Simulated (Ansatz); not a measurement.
# C2H6AlCl: from a rough start to a minimum

What shape does C2H6AlCl take? The plan is to relax it, then compute its harmonic vibrations to see whether it is a minimum and to get the zero-point energy and entropy.

Method: RKS PBE0-D4/def2-TZVP; program: Ansatz 0.2.0, Gaussian basis.

Plan: relaxation at PBE-D4/def2-SVP; relaxation at PBE0-D4/def2-TZVP; harmonic vibrations at the same level.

1 further run of the same task is left out (set aside as unsound or not needed).

**1. The starting structure**

SMILES `C[CH]([AlH2])Cl`, 10 atoms, charge 0, spin multiplicity 1.

Atoms are counted from 1 here; the program's logs count them from 0.

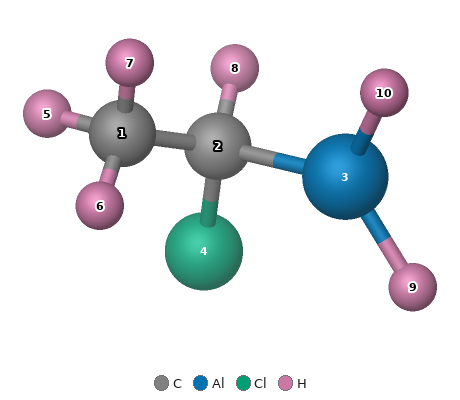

Start geometry, drawn with carbon grey, aluminium blue, chlorine teal, hydrogen pink; atoms are numbered from 1 in the order of the file.

The start is a force-field geometry with small random shifts, so a cheaper pass at PBE-D4/def2-SVP comes first.

**2. Relaxation at PBE-D4/def2-SVP (cheap first pass)**

File in.yaml:

```yaml
crystal:
  periodic: [false, false, false]
  atoms:
    - {symbol: C, position_ang: [-0.827900, 0.920800, 0.034700]}
    - {symbol: C, position_ang: [-0.243600, -0.289500, -0.568900]}
    - {symbol: Al, position_ang: [1.368000, -0.813200, 0.435100]}
    - {symbol: Cl, position_ang: [-1.326500, -1.626700, -0.534500]}
    - {symbol: H, position_ang: [-1.774400, 1.236100, -0.583200]}
    - {symbol: H, position_ang: [-1.178800, 0.805500, 1.076200]}
    - {symbol: H, position_ang: [-0.132800, 1.815900, -0.010000]}
    - {symbol: H, position_ang: [0.089000, -0.074500, -1.628600]}
    - {symbol: H, position_ang: [1.482800, -2.230300, 1.192200]}
    - {symbol: H, position_ang: [2.627200, 0.204700, 0.589900]}
basis:
  gaussian: {orbitals: def2-SVP}
hamiltonian: {xc: pbe, dispersion: d4}
relax: {f_tol: 0.03, max_steps: 200}
```

Command:

```console
$ ansatz run in.yaml --threads 2 --pin off --events-out ev --progress --plain --max-ram 4352MiB
```

Standard output (excerpt; [...] marks lines left out):

```text
Functional definition: PBE
  name "PBE"
  cite "Perdew, Burke & Ernzerhof, Phys. Rev. Lett. 77, 3865 (1996) doi:10.1103/PhysRevLett.77.3865"
  parent pbe
[...]
1052 factors; their error is unknown
[...]
mean field -21270.84930026 eV, -781.6892938852 hartree, gradient 5.6e-5 eV, S^2 0.000000; 0 other end points of the search recorded, 0 dependent functions left out
[...]
reference -21270.84933942 eV, -781.6892953241 hartree; 24, 24 occupied and 70, 70 virtual orbitals, 1052 factors
relax step   1: F+E_penalty+E_count = -21271.05747699 eV  Δ(F+E_penalty+E_count) = +0.000e0 eV  max|allowed force component| = 2.490e0 eV/Å  Δτ_max = 0.0000 Å  (27 SCF iters, accepted)
[...]
relax step   6: F+E_penalty+E_count = -21271.35124384 eV  Δ(F+E_penalty+E_count) = -5.668e-3 eV  max|allowed force component| = 1.786e-1 eV/Å  Δτ_max = 0.1953 Å  (27 SCF iters, accepted)
[...]
relax step  11: F+E_penalty+E_count = -21271.48560224 eV  Δ(F+E_penalty+E_count) = -4.620e-2 eV  max|allowed force component| = 3.693e-1 eV/Å  Δτ_max = 0.1949 Å  (27 SCF iters, accepted)
[...]
relax step  16: F+E_penalty+E_count = -21271.69003636 eV  Δ(F+E_penalty+E_count) = -1.841e-2 eV  max|allowed force component| = 1.219e-1 eV/Å  Δτ_max = 0.0534 Å  (29 SCF iters, accepted)
[...]
relax step  19: F+E_penalty+E_count = -21271.69314350 eV  Δ(F+E_penalty+E_count) = -2.230e-3 eV  max|allowed force component| = 3.567e-2 eV/Å  Δτ_max = 0.0096 Å  (31 SCF iters, accepted)
[...]
relax step  20: F+E_penalty+E_count = -21271.69402969 eV  Δ(F+E_penalty+E_count) = -8.862e-4 eV  max|allowed force component| = 2.629e-2 eV/Å  Δτ_max = 0.0300 Å  (30 SCF iters, accepted)
1052 factors; their error is unknown
[...]
mean field -21271.48598094 eV, -781.7126914686 hartree, gradient 2.0e-5 eV, S^2 0.000000; 1 other end points of the search recorded, 0 dependent functions left out
[...]
reference -21271.48602105 eV, -781.7126929423 hartree; 24, 24 occupied and 70, 70 virtual orbitals, 1052 factors
Total energy: -21271.69406979 eV, -781.7203385927 hartree
Atom 0 at    -1.067065     0.915860     0.120574 Å, force    -0.000981    -0.006144    -0.010875 eV/Å
Atom 1 at     0.054402     0.162523    -0.547743 Å, force     0.003139     0.008228     0.014703 eV/Å
Atom 2 at     1.420281    -0.923543     0.405563 Å, force     0.020160     0.018021     0.026287 eV/Å
Atom 3 at    -0.504386    -1.658662    -0.922587 Å, force    -0.012907    -0.001888    -0.003986 eV/Å
Atom 4 at    -1.984686     0.992682    -0.500719 Å, force     0.004536     0.002041     0.002902 eV/Å
Atom 5 at    -1.338564     0.484494     1.105062 Å, force     0.000881     0.002343    -0.007433 eV/Å
Atom 6 at    -0.701520     1.950972     0.302036 Å, force    -0.006055    -0.004300     0.003779 eV/Å
Atom 7 at     0.291301     0.544941    -1.559885 Å, force    -0.001310    -0.008664     0.001243 eV/Å
Atom 8 at     1.137844    -1.222423     1.951400 Å, force    -0.003971    -0.002497    -0.018849 eV/Å
Atom 9 at     2.775393    -1.298046    -0.350801 Å, force    -0.003494    -0.007141    -0.007770 eV/Å
Dipole moment:    -0.191818     0.373539    -0.089062 e Å
```

Run time: 38 s. Hardware: 2 threads of Arm Neoverse V1, shared host.

Along the way: (the energy doesn't fall at every step)

| step | energy from step 1 (eV) | largest force component (eV/Å) |
| --- | --- | --- |
| 1 | 0.0000 | 2.4903 |
| 2 | -0.2204 | 1.0566 |
| 3 | -0.2798 | 0.2724 |
| 4 | -0.2854 | 0.1064 |
| 5 | -0.2881 | 0.0738 |
| 6 | -0.2938 | 0.1786 |
| 7 | -0.2972 | 0.3289 |
| 8 | -0.3114 | 0.2875 |
| 9 | -0.3413 | 0.1854 |
| 10 | -0.3819 | 0.2874 |
| 11 | -0.4281 | 0.3693 |
| 12 | -0.4858 | 0.4190 |
| 13 | -0.5664 | 0.4782 |
| 14 | -0.6086 | 0.4082 |
| 15 | -0.6141 | 0.6361 |
| 16 | -0.6326 | 0.1219 |
| 17 | -0.6334 | 0.1215 |
| 18 | -0.6317 | 0.2255 |
| 19 | -0.6357 | 0.0357 |
| 20 | -0.6366 | 0.0263 |

Distances of close pairs at the start and the end, largest changes first:

| bond | before (Å) | after (Å) | change (Å) |
| --- | --- | --- | --- |
| Al3–Cl4 | 2.977 | 2.451 | -0.526 |
| C2–Cl4 | 1.721 | 1.942 | +0.220 |
| C1–H5 | 1.173 | 1.111 | -0.063 |
| C1–C2 | 1.473 | 1.507 | +0.034 |
| Al3–H10 | 1.627 | 1.596 | -0.030 |
| C2–H8 | 1.131 | 1.108 | -0.024 |
| C1–H7 | 1.134 | 1.113 | -0.022 |
| C2–Al3 | 1.970 | 1.988 | +0.019 |

**3. Relaxation at PBE0-D4/def2-TZVP**

File in.yaml:

```yaml
crystal:
  periodic: [false, false, false]
  atoms:
    - {symbol: C, position_ang: [-1.067065, 0.915860, 0.120574]}
    - {symbol: C, position_ang: [0.054402, 0.162523, -0.547743]}
    - {symbol: Al, position_ang: [1.420281, -0.923543, 0.405563]}
    - {symbol: Cl, position_ang: [-0.504386, -1.658662, -0.922587]}
    - {symbol: H, position_ang: [-1.984686, 0.992682, -0.500719]}
    - {symbol: H, position_ang: [-1.338564, 0.484494, 1.105062]}
    - {symbol: H, position_ang: [-0.701520, 1.950972, 0.302036]}
    - {symbol: H, position_ang: [0.291301, 0.544941, -1.559885]}
    - {symbol: H, position_ang: [1.137844, -1.222423, 1.951400]}
    - {symbol: H, position_ang: [2.775393, -1.298046, -0.350801]}
basis:
  gaussian: {orbitals: def2-TZVP}
hamiltonian: {xc: pbe0, dispersion: d4}
relax: {f_tol: 0.005, max_steps: 150}
```

Same command.

Standard output (excerpt; [...] marks lines left out):

```text
Functional definition: PBE0
  name "PBE0"
  cite "Adamo & Barone, J. Chem. Phys. 110, 6158 (1999) doi:10.1063/1.478522"
  cite "Perdew, Burke & Ernzerhof, Phys. Rev. Lett. 77, 3865 (1996) doi:10.1103/PhysRevLett.77.3865"
  parent pbe
[...]
1171 factors; their error is unknown
[...]
mean field -21282.60622952 eV, -782.1213530662 hartree, gradient 6.6e-5 eV, S^2 0.000000; 0 other end points of the search recorded, 0 dependent functions left out
[...]
reference -21282.60626483 eV, -782.1213543640 hartree; 24, 24 occupied and 148, 148 virtual orbitals, 1171 factors
relax step   1: F+E_penalty+E_count = -21282.78191824 eV  Δ(F+E_penalty+E_count) = +0.000e0 eV  max|allowed force component| = 5.321e-1 eV/Å  Δτ_max = 0.0000 Å  (27 SCF iters, accepted)
[...]
Atom 0 at    -1.061326     0.911502     0.117644 Å, force     0.000789    -0.001315    -0.000875 eV/Å
Atom 1 at     0.055922     0.158219    -0.540888 Å, force    -0.001650    -0.001575     0.000664 eV/Å
Atom 2 at     1.411982    -0.911443     0.402058 Å, force     0.002149     0.001461     0.002089 eV/Å
Atom 3 at    -0.496486    -1.621132    -0.895588 Å, force    -0.002746     0.001000    -0.001526 eV/Å
Atom 4 at    -1.958556     0.981294    -0.503761 Å, force     0.000666    -0.000251     0.000695 eV/Å
Atom 5 at    -1.335023     0.475662     1.080313 Å, force    -0.000308     0.000194    -0.000331 eV/Å
Atom 6 at    -0.705484     1.930346     0.305461 Å, force     0.000599    -0.000557    -0.000233 eV/Å
Atom 7 at     0.291765     0.534138    -1.535590 Å, force     0.000782     0.000006     0.000559 eV/Å
Atom 8 at     1.135112    -1.213443     1.932080 Å, force    -0.000024     0.000591    -0.000898 eV/Å
Atom 9 at     2.745096    -1.296346    -0.358829 Å, force    -0.000258     0.000446    -0.000144 eV/Å
Dipole moment:    -0.166194     0.378192    -0.083152 e Å
```

It took 39 s on 2 threads of Arm Neoverse V1, shared host; peak memory 0.4 GiB.

The steps of the relaxation:

| step | energy from step 1 (eV) | largest force component (eV/Å) |
| --- | --- | --- |
| 1 | 0.0000 | 0.5321 |
| 2 | -0.0335 | 0.2215 |
| 3 | -0.0393 | 0.1291 |
| 4 | -0.0403 | 0.0512 |
| 5 | -0.0405 | 0.0116 |
| 6 | -0.0405 | 0.0205 |
| 7 | -0.0405 | 0.0027 |

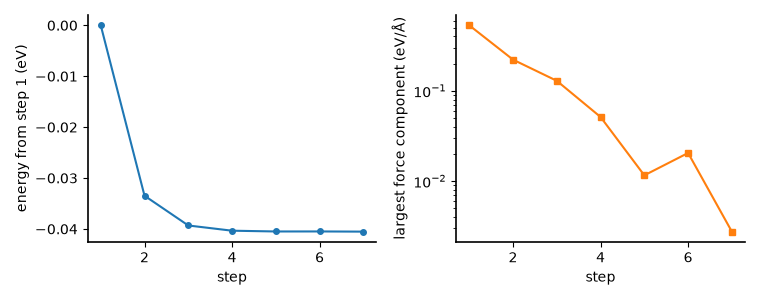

Energy and force, step by step.

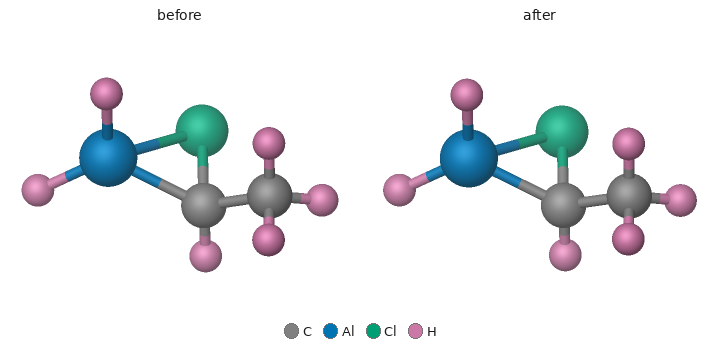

Before and after, at one scale.

Close pairs (by a distance rule), those that changed most:

| bond | before (Å) | after (Å) | change (Å) |
| --- | --- | --- | --- |
| C2–Cl4 | 1.942 | 1.897 | -0.045 |
| Al3–Cl4 | 2.451 | 2.414 | -0.037 |
| C2–Al3 | 1.988 | 1.968 | -0.021 |
| C2–H8 | 1.108 | 1.089 | -0.018 |
| C1–H7 | 1.113 | 1.095 | -0.017 |
| C1–H5 | 1.111 | 1.094 | -0.017 |
| C1–H6 | 1.109 | 1.092 | -0.017 |
| Al3–H9 | 1.600 | 1.584 | -0.016 |

Mulliken charges of the relaxed molecule (report file):

| atom | value (e) |
| --- | --- |
| C1 | -0.37 |
| C2 | -0.18 |
| Al3 | 0.33 |
| Cl4 | -0.13 |
| H5 | 0.13 |
| H6 | 0.14 |
| H7 | 0.13 |
| H8 | 0.15 |
| H9 | -0.11 |
| H10 | -0.11 |

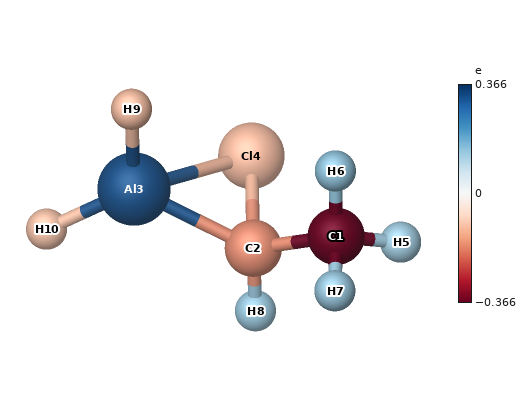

Mulliken charges of the relaxed molecule (report file), as colours on the atoms.

**4. Vibrations by finite differences**

File in.yaml:

```yaml
crystal:
  periodic: [false, false, false]
  atoms:
    - {symbol: C, position_ang: [-1.061326, 0.911502, 0.117644]}
    - {symbol: C, position_ang: [0.055922, 0.158219, -0.540888]}
    - {symbol: Al, position_ang: [1.411982, -0.911443, 0.402058]}
    - {symbol: Cl, position_ang: [-0.496486, -1.621132, -0.895588]}
    - {symbol: H, position_ang: [-1.958556, 0.981294, -0.503761]}
    - {symbol: H, position_ang: [-1.335023, 0.475662, 1.080313]}
    - {symbol: H, position_ang: [-0.705484, 1.930346, 0.305461]}
    - {symbol: H, position_ang: [0.291765, 0.534138, -1.535590]}
    - {symbol: H, position_ang: [1.135112, -1.213443, 1.932080]}
    - {symbol: H, position_ang: [2.745096, -1.296346, -0.358829]}
basis:
  gaussian: {orbitals: def2-TZVP}
hamiltonian: {xc: pbe0, dispersion: d4}
phonons: {temperatures: {t_min: 298.15, t_max: 900, t_step: 200}}
```

Launched as before.

Standard output (excerpt; [...] marks lines left out):

```text
Functional definition: PBE0
  name "PBE0"
  cite "Adamo & Barone, J. Chem. Phys. 110, 6158 (1999) doi:10.1063/1.478522"
  cite "Perdew, Burke & Ernzerhof, Phys. Rev. Lett. 77, 3865 (1996) doi:10.1103/PhysRevLett.77.3865"
  parent pbe
[...]
1171 factors; their error is unknown
[...]
mean field -21282.64541698 eV, -782.1227931790 hartree, gradient 1.8e-5 eV, S^2 0.000000; 0 other end points of the search recorded, 0 dependent functions left out
[...]
reference -21282.64545209 eV, -782.1227944692 hartree; 24, 24 occupied and 148, 148 virtual orbitals, 1171 factors
[...]
1171 factors; their error is unknown
mean field -21282.64524227 eV, -782.1227867585 hartree, gradient 2.0e-6 eV, S^2 0.000000; 0 other end points of the search recorded, 0 dependent functions left out
[...]
reference -21282.64527739 eV, -782.1227880489 hartree; 24, 24 occupied and 148, 148 virtual orbitals, 1171 factors
[...]
Atom 3 at    -0.496486    -1.621132    -0.895588 Å, force    -0.002778     0.000990    -0.001531 eV/Å
Atom 4 at    -1.958556     0.981294    -0.503761 Å, force     0.000661    -0.000250     0.000699 eV/Å
Atom 5 at    -1.335023     0.475662     1.080313 Å, force    -0.000313     0.000185    -0.000313 eV/Å
Atom 6 at    -0.705484     1.930346     0.305461 Å, force     0.000585    -0.000556    -0.000228 eV/Å
Atom 7 at     0.291765     0.534138    -1.535590 Å, force     0.000786     0.000003     0.000562 eV/Å
Atom 8 at     1.135112    -1.213443     1.932080 Å, force    -0.000026     0.000588    -0.000897 eV/Å
Atom 9 at     2.745096    -1.296346    -0.358829 Å, force    -0.000261     0.000454    -0.000157 eV/Å
Dipole moment:    -0.166194     0.378192    -0.083153 e Å
Vibrations: 182.67 215.01 253.48 286.42 349.80 491.25 508.32 600.68 620.92 757.50 943.70 994.27 1096.96 1145.50 1289.06 1398.68 1464.67 1492.06 1929.31 1940.44 3036.20 3102.66 3120.45 3141.18 cm⁻¹, zero-point energy 1.882153 eV
```

Run time: 3.6 min. Hardware: 2 threads of Arm Neoverse V1, shared host; peak memory 0.41 GiB.

Motions are named by where the mode's potential energy lies. Wavenumbers, unscaled:

| mode | cm⁻¹ | motion |
| --- | --- | --- |
| 1 | 183 | bend |
| 2 | 215 | bend with Al–Cl stretch |
| 3 | 253 | torsion |
| 4 | 286 | bend with torsion |
| 5 | 350 | bend |
| 6 | 491 | bend |
| 7 | 508 | C–Cl stretch with bend |
| 8 | 601 | bend |
| 9 | 621 | Al–C stretch with bend |
| 10 | 758 | bend |
| 11 | 944 | bend with torsion |
| 12 | 994 | bend with torsion |
| 13 | 1097 | bend with torsion |
| 14 | 1145 | bend with C–C stretch |
| 15 | 1289 | bend |
| 16 | 1399 | bend |
| 17 | 1465 | bend |
| 18 | 1492 | bend |
| 19 | 1929 | Al–H stretch |
| 20 | 1940 | Al–H stretch |
| 21 | 3036 | C–H stretch |
| 22 | 3103 | C–H stretch |
| 23 | 3120 | C–H stretch |
| 24 | 3141 | C–H stretch |

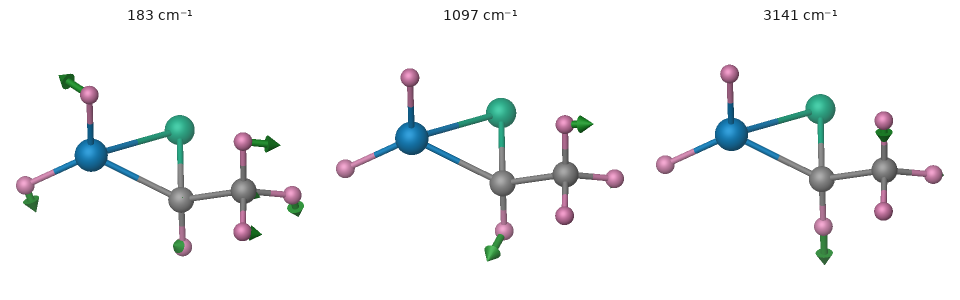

Displacements of 3 modes, as arrows.

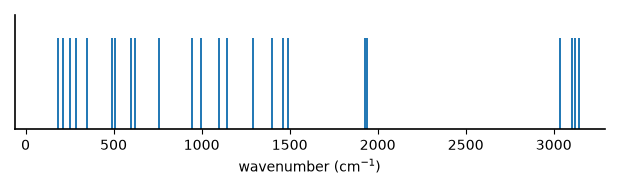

The harmonic wavenumbers as sticks (no intensities were computed).

From these modes and the moments of inertia (298.15 K, 1 bar, symmetry number 1):

| term | value |
| --- | --- |
| zero-point energy | 181.6 kJ/mol |
| H(298) − E | 200.5 kJ/mol |
| entropy, translation | 165.3 J/(mol K) |
| entropy, rotation | 109.8 J/(mol K) |
| entropy, vibration | 48.1 J/(mol K) |
| entropy, total | 323.2 J/(mol K) |

**5. Outcome**

| quantity | value |
| --- | --- |
| point group | C1 |
| steps | 20 + 7 |
| shift from the start (rms) | 0.843 Å |
| total energy | -21282.8225 eV |
| dispersion term | -177 meV |
| dipole moment | 2.02 D |
| lowest, highest wavenumber | 183, 3141 cm⁻¹ |
| zero-point energy | 181.6 kJ/mol |
| entropy at 298.15 K | 323.2 J/(mol K) |

In words: The relaxed geometry lies 0.84 Å (rms) from the start; the bond that changed most is Al3–Cl4, from 2.977 to 2.414 Å. The bonds at the end are not those of the start, so the run found another structure. No mode is imaginary: a true minimum at this level. The stiffest mode, 3141 cm⁻¹, is a C–H stretch. Harmonic hybrid wavenumbers usually lie a few per cent above measured fundamentals. The largest Mulliken charge, -0.37 e, sits on C1.
